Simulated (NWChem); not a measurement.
# BNH2 (SMILES B[N]) at 5 levels

Wanted: a comparison of 5 runs (UHF/STO-3G, UHF/def2-SVP, UHF/pcseg-2, UBLYP/aug-cc-pVDZ, UCCSD(T)/6-31+G*) of BNH2. 

The calculation is run with NWChem 7.3.0.

### 1 The system as given

The species is BNH2 (4 atoms), meant as a triplet with charge 0. SMILES: `B[N]`. The shape is that of a GFN2-xTB optimisation.

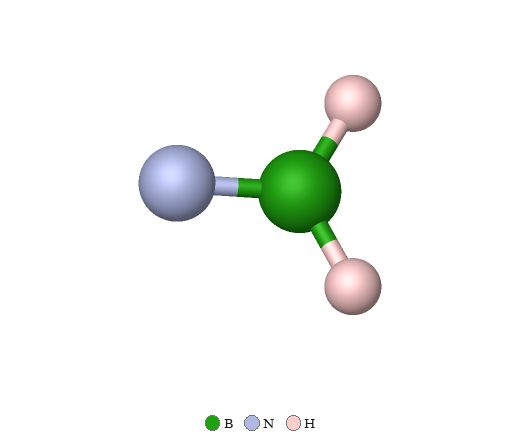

The structure, seen from a chosen angle (boron green, nitrogen light blue, hydrogen pink).

### 2 Energy and gradient at UHF/STO-3G (run 1)

The input, bh2n.nw:

```
START bh2n
TITLE "BH2N"
memory 2200 mb

GEOMETRY noautosym nocenter noautoz
  B     -0.035750     0.006580    -0.023930
  N      1.041780    -0.191660     0.697680
  H     -1.056920    -0.473990     0.334600
  H      0.050890     0.659060    -1.008340
END

BASIS spherical bse
  * library STO-3G
END

SCF
  nopen 2
  uhf
  thresh 1e-08
  maxiter 80
END

TASK scf gradient
```

Command:

```sh
$ nwchem bh2n.nw > bh2n.out
```

The log of the run:

```text
[...]
  functions       =    12
[...]
  wavefunction    = UHF
[...]
         Total SCF energy =    -79.187176443536
      One electron energy =   -151.266215945190
      Two electron energy =     49.789558882797
 Nuclear repulsion energy =     22.289480618856
                       Sz =      1.0000
                 Sz(Sz+1) =      2.0000
                      S^2 =      2.0062
[...]
                         UHF ENERGY GRADIENTS
    atom               coordinates                        gradient
                 x          y          z           x          y          z
   1 B      -0.067558   0.012434  -0.045221    0.174991  -0.032195   0.117197
   2 N       1.968679  -0.362185   1.318424   -0.174758   0.032151  -0.117035
   3 H      -1.997289  -0.895711   0.632302   -0.007733  -0.007769   0.009154
   4 H       0.096168   1.245443  -1.905486    0.007500   0.007813  -0.009316
[...]
```

It took 0.68 s on 1 thread of Intel Xeon 6975P-C (Granite Rapids), shared host; peak memory 0.096 GiB.

### 3 Energy and gradient at UHF/def2-SVP (run 2)

The input, run.py:

```python
from ase import Atoms
from ase.calculators.nwchem import NWChem

molecule = Atoms(['B', 'N', 'H', 'H'], positions=[
    [-0.035750, 0.006580, -0.023930],
    [1.041780, -0.191660, 0.697680],
    [-1.056920, -0.473990, 0.334600],
    [0.050890, 0.659060, -1.008340],
])

calc = NWChem(
    label='bh2n',
    theory='scf',
    memory='2200 mb',
    basis='def2-SVP',
    basispar='spherical bse',
    scf={'nopen': '2', 'uhf': None, 'thresh': '1e-08', 'maxiter': '80'},
)
molecule.calc = calc

forces = molecule.get_forces()
print("Total energy (eV):", round(molecule.get_potential_energy(), 6))
print("forces (eV/A):")
for s, f in zip(molecule.symbols, forces):
    print(f"{s:2s} {f[0]:10.5f} {f[1]:10.5f} {f[2]:10.5f}")
```

Command:

```sh
$ export ASE_NWCHEM_COMMAND="nwchem PREFIX.nwi > PREFIX.nwo"
$ python run.py
```

The log of the run:

```text
Total energy (eV): -2180.726164
forces (eV/A):
B    -5.46005    1.00453   -3.65683
N     6.16340   -1.13391    4.12760
H    -0.54513   -0.13313   -0.00098
H    -0.15828    0.26246   -0.46979
```

The calculator wrote bh2n.nwi:

```
title "bh2n"

permanent_dir bh2n

scratch_dir bh2n

start bh2n

geometry units angstrom nocenter noautosym noautoz
  B  -3.5749999999999997e-02 6.5799999999999999e-03 -2.3930000000000000e-02
  N  1.0417799999999999e+00 -1.9166000000000000e-01 6.9767999999999997e-01
  H  -1.0569200000000001e+00 -4.7399000000000002e-01 3.3460000000000001e-01
  H  5.0889999999999998e-02 6.5905999999999998e-01 -1.0083400000000000e+00
end

memory 2200 mb

basis spherical bse noprint
   * library def2-SVP
end

scf
  nopen 2
  uhf
  thresh 1e-08
  maxiter 80
end

task scf gradient
```

bh2n.nwo:

```text
Northwest Computational Chemistry Package (NWChem) 7.3.0
             --------------------------------------------------------

           Job information
           ---------------

    nwchem branch   = 7.3.0
    use scalapack   = T
    input           = bh2n.nwi
    prefix          = bh2n.
    data base       = bh2n/bh2n.db
    status          = startup
    nproc           =        1

           Memory information
           ------------------

    heap     =     72089596 doubles =      550.0 Mbytes
    stack    =     72089601 doubles =      550.0 Mbytes
    global   =    144179200 doubles =     1100.0 Mbytes (distinct from heap & stack)
    total    =    288358397 doubles =     2200.0 Mbytes
    verify   = yes
    hardfail = no

[... 36 lines left out ...]
            Nuclear Dipole moment (a.u.)
[... 74 lines left out ...]
 1-e energy   =    -150.650768
[... 7 lines left out ...]
         Quadratically convergent UHF
[... 15 lines left out ...]
       Final UHF  results
[... 3 lines left out ...]
      One electron energy =   -151.737599088787
[... 1 line left out ...]
 Nuclear repulsion energy =     22.289480618856
[... 30 lines left out ...]
          Final beta eigenvalues
[... 161 lines left out ...]
                     UHF Final Beta Molecular Orbital Analysis
[... 201 lines left out ...]
  wavefunction    =   UHF

                         UHF ENERGY GRADIENTS

    atom               coordinates                        gradient
                 x          y          z           x          y          z
   1 B      -0.067558   0.012434  -0.045221    0.106181  -0.019535   0.071114
   2 N       1.968679  -0.362185   1.318424   -0.119859   0.022051  -0.080269
   3 H      -1.997289  -0.895711   0.632302    0.010601   0.002589   0.000019
   4 H       0.096168   1.245443  -1.905486    0.003078  -0.005104   0.009136

                 ----------------------------------------
                 |  Time  |  1-e(secs)   |  2-e(secs)   |
                 ----------------------------------------
                 |  CPU   |       0.00   |       0.18   |
                 ----------------------------------------
                 |  WALL  |       0.00   |       0.18   |
                 ----------------------------------------

 Task  times  cpu:        1.0s     wall:        1.0s
 Total times  cpu:        1.0s     wall:        1.0s
```

Run time: 1.9 s. Hardware: 1 thread of Intel Xeon 6975P-C (Granite Rapids), shared host; peak memory 0.096 GiB.

Runs 3 to 4 aren't shown in full; the table further down has their settings and results.

### 4 A single-point energy at UCCSD(T)/6-31+G(d) (spherical functions) (run 5)

The input, run.py:

```python
from ase import Atoms
from ase.calculators.nwchem import NWChem

system = Atoms(['B', 'N', 'H', 'H'], positions=[
    [-0.035750, 0.006580, -0.023930],
    [1.041780, -0.191660, 0.697680],
    [-1.056920, -0.473990, 0.334600],
    [0.050890, 0.659060, -1.008340],
])

calc = NWChem(
    label='mol',
    theory='tce',
    memory='2200 mb',
    basis='6-31+G*',
    basispar='spherical bse',
    scf={'nopen': '2', 'uhf': None, 'thresh': '1e-08', 'maxiter': '80'},
    tce={'scf': None, 'ccsd(t)': None, 'freeze': 'core 2', 'maxiter': '60'},
    task='energy',
)
system.calc = calc

e = system.get_potential_energy()
print(f"E = {e:.6f} eV")
```

Command:

```sh
$ export ASE_NWCHEM_COMMAND="nwchem PREFIX.nwi > PREFIX.nwo"
$ python run.py
```

The log of the run:

```text
E = -2188.122475 eV
```

The calculator wrote mol.nwi:

```
title "mol"

permanent_dir mol

scratch_dir mol

start mol

geometry units angstrom nocenter noautosym noautoz
  B  -3.5749999999999997e-02 6.5799999999999999e-03 -2.3930000000000000e-02
  N  1.0417799999999999e+00 -1.9166000000000000e-01 6.9767999999999997e-01
  H  -1.0569200000000001e+00 -4.7399000000000002e-01 3.3460000000000001e-01
  H  5.0889999999999998e-02 6.5905999999999998e-01 -1.0083400000000000e+00
end

memory 2200 mb

basis spherical bse noprint
   * library 6-31+G*
end

scf
  nopen 2
  uhf
  thresh 1e-08
  maxiter 80
end
tce
  scf
  ccsd(t)
  freeze core 2
  maxiter 60
end

task tce energy
```

mol.nwo:

```text
Northwest Computational Chemistry Package (NWChem) 7.3.0
             --------------------------------------------------------

           Job information
           ---------------

    nwchem branch   = 7.3.0
    use scalapack   = T
    input           = mol.nwi
    prefix          = mol.
    data base       = mol/mol.db
    status          = startup
    nproc           =        1

           Memory information
           ------------------

    heap     =     72089596 doubles =      550.0 Mbytes
    stack    =     72089601 doubles =      550.0 Mbytes
    global   =    144179200 doubles =     1100.0 Mbytes (distinct from heap & stack)
    total    =    288358397 doubles =     2200.0 Mbytes
    verify   = yes
    hardfail = no

[... 36 lines left out ...]
            Nuclear Dipole moment (a.u.)
[... 74 lines left out ...]
 1-e energy   =    -150.711864
[... 7 lines left out ...]
         Quadratically convergent UHF
[... 15 lines left out ...]
       Final UHF  results
[... 3 lines left out ...]
      One electron energy =   -151.803603513560
[... 1 line left out ...]
 Nuclear repulsion energy =     22.289480618856
[... 30 lines left out ...]
          Final beta eigenvalues
[... 187 lines left out ...]
                     UHF Final Beta Molecular Orbital Analysis
[... 380 lines left out ...]
 CCSD total energy / hartree       =       -80.407610635698560
[... 1 line left out ...]
 Singles contributions

 Doubles contributions
 CCSD(T)
 Using plain CCSD(T) code
             total no. of tasks           20
 total no. of tasks / no. procs           20
                         wl_min       314432           8.2
                         wl_max       884736           9.8
        thresh for no. of tasks           20

 CCSD[T]  correction energy / hartree =        -0.004794681706301
 CCSD[T] correlation energy / hartree =        -0.204086392065805
 CCSD[T] total energy / hartree       =       -80.412405317404861
 CCSD(T)  correction energy / hartree =        -0.004407810913660
 CCSD(T) correlation energy / hartree =        -0.203699521273164
 CCSD(T) total energy / hartree       =       -80.412018446612223

 Task  times  cpu:        3.3s     wall:        3.3s
 Total times  cpu:        3.3s     wall:        3.3s
```

Run time: 4.5 s. Hardware: 1 thread of Intel Xeon 6975P-C (Granite Rapids), shared host; peak memory 0.17 GiB.

### 5 Overview of the runs

```
run                                   level  iteration cap  module  energy (Eh)  dipole moment (D)  HOMO energy (eV)  LUMO energy (eV)  wall time
  1                              UHF/STO-3G             80     scf   -79.187176               0.88            -10.41              3.13     0.68 s
  2                            UHF/def2-SVP             80     scf   -80.140209               1.10            -12.08             -0.10      1.9 s
  3                             UHF/pcseg-2             80     scf   -80.231506                  –                 –                 –       16 s
  4                       UBLYP/aug-cc-pVDZ            100     dft   -80.633726               1.38             -6.31                 –       14 s
  5  UCCSD(T)/6-31+G* (spherical functions)             80     tce   -80.412018                  –            -12.13             -0.37      4.5 s
```

### 6 Summary of results

| quantity | value |
| --- | --- |
| run 5: total energy | -80.41202 Eh |
| run 5: HOMO energy (Hartree–Fock orbitals) (highest over α and β) | -12.13 eV |
| run 5: LUMO energy (Hartree–Fock orbitals) (lowest over α and β) | -0.37 eV |
| run 5: correlation energy (2 core orbitals frozen) | -203.7 mEh |
| run 5: (T) correction | -4.41 mEh |
| run 5: ⟨S²⟩ of the reference determinant | 2.013 |

In words: Over runs 1, 2, 4 the dipole moment (its size) runs from 0.88 D (UHF/STO-3G) to 1.38 D (UBLYP/aug-cc-pVDZ). The two ends differ in method and basis. In run 1 the basis is minimal, so the values are rough. All runs together took 37 s, the longest 16 s.
